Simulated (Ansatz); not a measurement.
Input file:

```
crystal:
  periodic: [false, false, false]
  atoms:
    - symbol: C
      position_ang: [2.514827, 0.612880, 1.163816]
    - symbol: C
      position_ang: [1.308440, 0.628688, 0.274508]
    - symbol: C
      position_ang: [-0.711705, 0.654499, -2.807482]
    - symbol: O
      position_ang: [1.706450, 0.375664, -1.130764]
    - symbol: Si
      position_ang: [1.036504, 1.200154, -2.621347]
    - symbol: H
      position_ang: [3.241259, 1.387050, 0.879492]
    - symbol: H
      position_ang: [2.189853, 0.814002, 2.195609]
    - symbol: H
      position_ang: [3.008366, -0.371688, 1.169610]
    - symbol: H
      position_ang: [0.563758, -0.138078, 0.530265]
    - symbol: H
      position_ang: [0.819558, 1.611952, 0.240130]
    - symbol: H
      position_ang: [2.311984, -0.378776, -1.221933]
    - symbol: H
      position_ang: [1.238362, 2.618708, -2.248314]
    - symbol: H
      position_ang: [2.008311, 0.679657, -3.609513]
    - symbol: H
      position_ang: [-1.133691, 1.138894, -3.704700]
    - symbol: H
      position_ang: [-1.332123, 0.957232, -1.950243]
    - symbol: H
      position_ang: [-0.789187, -0.434087, -2.948332]
basis:
  gaussian:
    orbitals: def2-SVPD
total_charge: 1
hamiltonian:
  xc: pbe0
output:
  forces: true
  orbitals: {seedname: orbitals}
```

Launched as:

```sh
ansatz run input.yaml --threads 2 --pin off --max-ram 4350MiB --events-out events.jsonl --progress --plain --runs-dir runs
```

Geometry: PBE0-D3(BJ)/def2-SVP.

The calculation used Ansatz 0.2.0, isolated molecule in a Gaussian basis; Kohn-Sham density functional theory, functional PBE0.

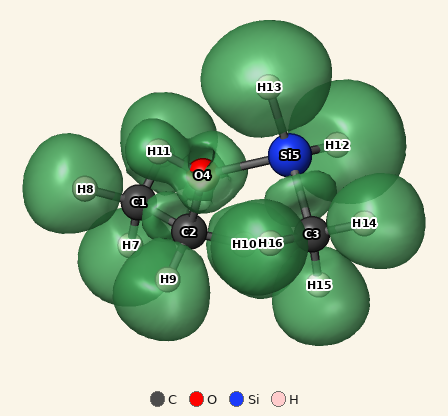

C3H11OSi (SMILES CC[OH+][SiH2]C) (charge +1). Isosurface of the electron localisation function at 0.8 (green), seen at an oblique angle. Only the valence region is drawn (cores and ρ < 0.01 e/Å³ removed).

> Identify the bonds, lone pairs and shells in this picture.

The ELF exceeds this value in one region between bonded C–C atoms (shared pairs), one region between bonded C–Si atoms (shared pairs), ten regions around hydrogen nuclei and one joined region spread over several atoms (H, O), in which their bonds and any lone pairs are merged.

Values along the shortest contacts:
C–O (1.48 Å): the ELF peaks at about 0.90 between the atoms (a polar covalent bond). C–C (1.50 Å): the ELF peaks at about 0.95 between the atoms (a shared electron pair).
